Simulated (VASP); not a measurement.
Band structure of CdTe (space group Fm-3m). These are r2SCAN+rVV10, VASP's PBE PAW potentials (set 64) (plane waves; VASP) values and carry that method's errors.

Unless said otherwise, spin-orbit coupling is left out, though it shifts the bands of the heavy elements here.

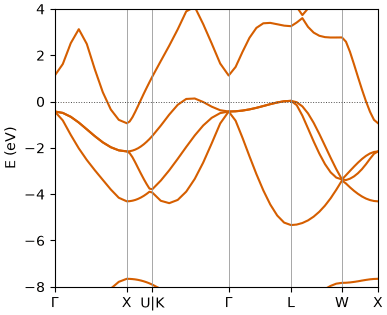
Figure: Bands along high-symmetry lines, zero at the valence-band maximum or, without a gap, the Fermi level

Q: Read the plot: is there a gap, and where are the band edges?

A: It has no gap at this level: it comes out as a metal or semimetal.

The structure comes from a measured CdTe entry (Fm-3m) of the Crystallography Open Database, whose conditions weren't checked. It was relaxed first, which changed the volume by -16 %.
